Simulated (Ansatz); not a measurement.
# CFSi (charge −1): what the fields show

| atom | x (Å) | y (Å) | z (Å) |
| --- | --- | --- | --- |
| C | 0.0000 | 0.0000 | -0.0978 |
| F | 0.0000 | 0.0000 | -1.4531 |
| Si | 0.0000 | 0.0000 | 1.5509 |

Geometry: B3LYP-D3(BJ)/def2-SVPD.

The calculation used isolated molecule in a Gaussian basis; Kohn-Sham density functional theory, functional PBE0 in Ansatz 0.2.0.

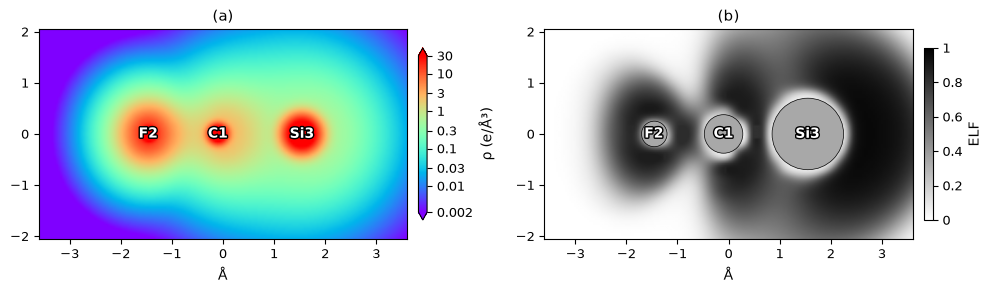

Figure 1. (a) electron density; (b) ELF on a plane that holds the molecular axis. Grey discs cover the atomic cores in the ELF map.

**Describe what can be read from this map.**

- Atoms in the plane: C, F and Si.
- C–F (1.36 Å): ρ is about 2.2 e/Å³ halfway, with its minimum of 1.7 e/Å³ about 0.5 Å from C; the ELF peaks at about 0.85 between the atoms, as expected for a shared but strongly polarised pair.
- C–Si (1.65 Å): the density is about 1 e/Å³ at the midpoint; the ELF peaks at about 0.80 between the atoms: localised, covalent bonding.
- The ELF also peaks beside F2 and Si3, away from the bonds: lone-pair regions.

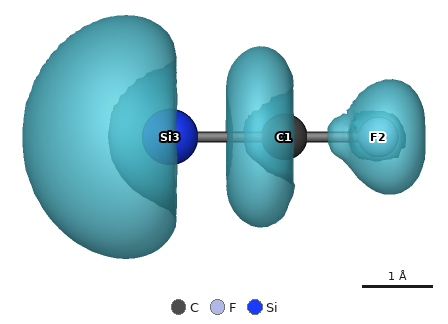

Figure 2. Isosurface of the ELF at 0.75 (cyan), seen from one side. Only the valence region is drawn (cores and ρ < 0.01 e/Å³ removed).

**Identify the bonds, lone pairs and shells in this picture.**

The ELF exceeds this value in one region between bonded C–Si atoms (shared pairs), one region on F in which the atom's valence shell and bonds are merged and one lobe on Si, pointing away from the bonds (lone pairs).

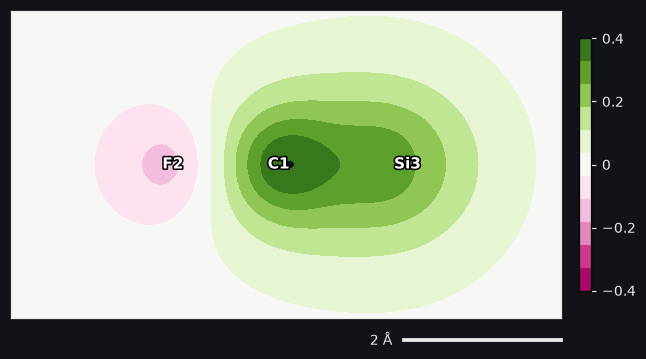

Figure 3. The HOMO on a plane 0.8 Å above a plane that holds the molecular axis (values in Å⁻³ᐟ²; the overall sign is arbitrary).

**What is the character of this orbital?**

By Hirshfeld shares it lies mainly on Si3 (about 50 %), C1 (about 45 %) and F2 (about 10 %); π-bonding across Si3–C1. It is one of a degenerate set, so its orientation is arbitrary. Its energy is −0.23 eV.
